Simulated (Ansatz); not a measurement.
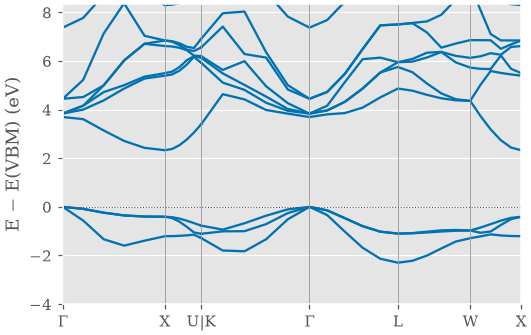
Figure: Band structure from the program Ansatz at the HSE06 level (PAW)

Q: Read off the gap and where the band edges lie.

A: About 2.3 eV (2.33 eV among the points solved); maximum at Γ, minimum at X.

The material is BaTe (rock salt, space group No. 225).

Space group Fm-3m (rock salt). The cell was relaxed with HSE06 under the symmetry of its start. The hybrid was solved on a coarse mesh, the path and, where they were found, the r²SCAN edge points; its band edges are the extreme levels among these. Spin–orbit coupling is left out wherever it is not named.

Potentials: the later of the program's two PAW sets.
